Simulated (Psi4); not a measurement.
# TPSS/def2-SVP run of SiH4O4 (SMILES O[Si](O)(O)O)

What is the vertical ionisation energy of SiH4O4 at TPSS/def2-SVP? 

Program for the calculation: Psi4 1.11.

9 further runs of the same task are left out: 7 that didn't finish, 2 set aside as unsound or not needed.

**1. The molecule**

SiH4O4: 9 atoms, total charge 0, spin state singlet. As SMILES, `O[Si](O)(O)O`. The coordinates come from a PBE0-D4/def2-TZVP relaxation. This is one conformer, not always the lowest.

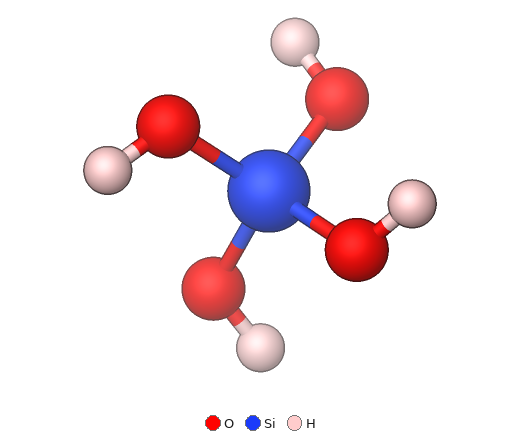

The structure, seen from a chosen angle (oxygen red, silicon blue, hydrogen pink).

**2. Energy and gradient at TPSS/def2-SVP**

run_ase.py

```python
import numpy as np
from ase.calculators.psi4 import Psi4
from ase import Atoms

a = Atoms(['O', 'Si', 'O', 'O', 'O', 'H', 'H', 'H', 'H'], positions=[
    [-0.969050, 0.776350, -1.057560],
    [0.000010, 0.000030, -0.000040],
    [1.527610, 0.433680, -0.372150],
    [-0.043140, -1.629280, -0.059900],
    [-0.515400, 0.419370, 1.489460],
    [-0.639460, 0.869750, -1.952330],
    [2.226280, -0.135170, -0.046190],
    [-0.768040, -2.056130, 0.398680],
    [-0.818790, 1.321420, 1.600040],
])
calc = Psi4(atoms=a, method='tpss', basis='def2-SVP', memory='2200MB', num_threads=1, charge=0, multiplicity=1, label='psi4-calc')
calc.psi4.set_options({'puream': True, 'e_convergence': 1e-09, 'd_convergence': 1e-08, 'scf_type': 'pk', 'dft_radial_points': 99, 'dft_spherical_points': 590})
a.calc = calc

forces = a.get_forces()
print(f'energy: {a.get_potential_energy():.6f} eV')
print('forces / eV A^-1')
print(np.round(forces, 5))
```

Run with:

```sh
python run_ase.py
```

psi4-calc.dat, shortened:

```text
[...]
  Running in c1 symmetry.
[...]
  Nuclear repulsion =  269.977267005942508
[...]
  Multiplicity = 1
[...]
  Nalpha       = 25
  Nbeta        = 25
[...]
    Number of basis functions: 94
[...]
   @RKS iter   1:  -592.10446067943735    8.48793e-02   1.35681e-02 ADIIS/DIIS
[...]
   @RKS iter  10:  -592.69613891145434   -3.18323e-12   2.81462e-09 DIIS
[...]
    Orbital Energies [Eh]
    ---------------------
    Doubly Occupied:
       1A    -65.725061     2A    -18.884366     3A    -18.884322
       4A    -18.884321     5A    -18.884310     6A     -5.157521
       7A     -3.536878     8A     -3.536878     9A     -3.536588
      10A     -0.947479    11A     -0.909702    12A     -0.909701
      13A     -0.904386    14A     -0.528161    15A     -0.470428
      16A     -0.470426    17A     -0.461278    18A     -0.337642
      19A     -0.313831    20A     -0.311689    21A     -0.311687
      22A     -0.288234    23A     -0.286521    24A     -0.257872
      25A     -0.257870
[...]
  @RKS Final Energy:  -592.69613891145434
   => Energetics <=
    Nuclear Repulsion Energy =            269.9772670059425081
    One-Electron Energy =               -1356.3778559569823301
    Two-Electron Energy =                 550.7811749379176263
    DFT Exchange-Correlation Energy =     -57.0767248983320385
    Empirical Dispersion Energy =           0.0000000000000000
    VV10 Nonlocal Energy =                  0.0000000000000000
    Total Energy =                       -592.6961389114543408
[...]
 Multipole Moments:
 ------------------------------------------------------------------------------------
     Multipole            Electronic (a.u.)      Nuclear  (a.u.)        Total (a.u.)
 ------------------------------------------------------------------------------------
 L = 1.  Multiply by 2.5417464519 to convert [e a0] to [Debye]
 Dipole X            :          0.0000242           -0.0000323           -0.0000081
 Dipole Y            :          0.0000879           -0.0002244           -0.0001365
 Dipole Z            :         -0.0001133            0.0003169            0.0002035
 Magnitude           :                                                    0.0002452
[...]
  -Total Gradient:
     Atom            X                  Y                   Z
    ------   -----------------  -----------------  -----------------
       1        0.016632959753    -0.009099061106     0.001382227814
       2        0.000004138092    -0.000001559489    -0.000000102988
       3       -0.010143330580    -0.012938129158     0.009551274698
       4       -0.009461553836     0.015143128967     0.006527135401
       5        0.002965997001     0.006900146617    -0.017462631224
       6       -0.004435492606    -0.001284566525     0.011957235635
       7       -0.009334046792     0.007634705854    -0.004325282096
       8        0.009674692051     0.005702503774    -0.006169059723
       9        0.004096552902    -0.012057087030    -0.001460790832
[...]
```

On the terminal:

```text
energy: -16128.083431 eV
forces / eV A^-1
[[-8.5530e-01  4.6789e-01 -7.1080e-02]
 [-2.1000e-04  8.0000e-05  1.0000e-05]
 [ 5.2159e-01  6.6531e-01 -4.9115e-01]
 [ 4.8653e-01 -7.7869e-01 -3.3564e-01]
 [-1.5252e-01 -3.5482e-01  8.9796e-01]
 [ 2.2808e-01  6.6060e-02 -6.1487e-01]
 [ 4.7998e-01 -3.9259e-01  2.2241e-01]
 [-4.9749e-01 -2.9323e-01  3.1723e-01]
 [-2.1065e-01  6.2000e-01  7.5120e-02]]
```

Run time: 31 s. Hardware: 1 thread of Intel Xeon 6975P-C (Granite Rapids), shared host; peak memory 1.3 GiB.

**3. The doublet cation: a single-point energy at UTPSS/def2-SVP**

input.in

```
memory 2.2 GB

molecule system {
  1 2
  O     -0.969050     0.776350    -1.057560
  Si     0.000010     0.000030    -0.000040
  O      1.527610     0.433680    -0.372150
  O     -0.043140    -1.629280    -0.059900
  O     -0.515400     0.419370     1.489460
  H     -0.639460     0.869750    -1.952330
  H      2.226280    -0.135170    -0.046190
  H     -0.768040    -2.056130     0.398680
  H     -0.818790     1.321420     1.600040
  symmetry c1
}

set {
  basis def2-SVP
  reference uks
  puream true
  e_convergence 1e-09
  d_convergence 1e-08
  scf_type pk
  dft_radial_points 99
  dft_spherical_points 590
  maxiter 100
}

e_tot, wfn = energy('tpss', return_wfn=True)
oeprop(wfn, 'DIPOLE', 'WIBERG_LOWDIN_INDICES', 'MULLIKEN_CHARGES', title='TPSS')
print_variables()
```

Run with:

```sh
psi4 -n 1 input.in input.out
```

input.out, shortened:

```text
[...]
  Running in c1 symmetry.
[...]
  Nuclear repulsion =  269.977267005942508
[...]
  Multiplicity = 2
[...]
  Nalpha       = 25
  Nbeta        = 24
[...]
    Number of basis functions: 94
[...]
   @UKS iter   1:  -591.95083653181143    2.38503e-01   1.06281e-02 ADIIS/DIIS
[...]
   @UKS iter  43:  -592.31542056335456   -3.75167e-12   7.69849e-09 DIIS
[...]
   @S^2 Observed:                7.529844588E-01
[...]
  @UKS Final Energy:  -592.31542056335456
   => Energetics <=
    Nuclear Repulsion Energy =            269.9772670059425081
    One-Electron Energy =               -1343.2333951546604567
    Two-Electron Energy =                 537.6088918047024663
    DFT Exchange-Correlation Energy =     -56.6681842193391816
    Empirical Dispersion Energy =           0.0000000000000000
    VV10 Nonlocal Energy =                  0.0000000000000000
    Total Energy =                       -592.3154205633545644
[...]
 Multipole Moments:
 ------------------------------------------------------------------------------------
     Multipole            Electronic (a.u.)      Nuclear  (a.u.)        Total (a.u.)
 ------------------------------------------------------------------------------------
 L = 1.  Multiply by 2.5417464519 to convert [e a0] to [Debye]
 Dipole X            :         -0.0242388           -0.0000323           -0.0242711
 Dipole Y            :         -0.0202643           -0.0002244           -0.0204888
 Dipole Z            :         -0.0268592            0.0003169           -0.0265423
 Magnitude           :                                                    0.0413929
[...]
  Mulliken Charges: (a.u.)
   Center  Symbol    Alpha    Beta     Spin     Total
       1     O     4.24039  3.96823  0.27217 -0.20862
       2    SI     6.55205  6.61376 -0.06171  0.83419
       3     O     4.24042  3.97329  0.26713 -0.21371
       4     O     4.24038  3.96827  0.27211 -0.20865
       5     O     4.24044  3.97327  0.26717 -0.21371
       6     H     0.37179  0.37676 -0.00497  0.25145
       7     H     0.37137  0.37483 -0.00346  0.25380
       8     H     0.37179  0.37676 -0.00497  0.25145
       9     H     0.37137  0.37484 -0.00347  0.25380
   Total alpha = 25.00000, Total beta = 24.00000, Total charge =  1.00000
[...]
```

It took 2.5 min on 1 thread of Intel Xeon 6975P-C (Granite Rapids), shared host; peak memory 1.2 GiB.

**4. Summary of results**

At TPSS/def2-SVP:

| quantity | value |
| --- | --- |
| singlet SiH4O4: total energy | -592.69614 Eh |
| singlet SiH4O4: dipole moment | 0.00 D |
| singlet SiH4O4: HOMO energy | -7.02 eV |
| singlet SiH4O4: LUMO energy | 0.44 eV |
| singlet SiH4O4: HOMO–LUMO gap | 7.45 eV |
| singlet SiH4O4: largest force on an atom | 0.978 eV/Å |
| doublet cation: total energy | -592.31542 Eh |
| doublet cation: HOMO energy (highest over α and β) | -13.78 eV |
| doublet cation: LUMO energy (lowest over α and β) | -13.71 eV |
| doublet cation: ⟨S²⟩ | 0.753 |
| vertical ionisation energy (to the doublet cation) | 10.360 eV |

In words: The vertical ionisation energy comes to 10.36 eV (239 kcal/mol). The largest force (singlet SiH4O4) is 0.98 eV/Å: the shape isn't a stationary point for this species at this level. −ε(HOMO) before ionisation, 7.02 eV, is 3.34 eV below this ionisation energy. Mulliken charges (doublet cation) run from -0.21 on O3 to +0.83 on Si2; they depend strongly on the basis.
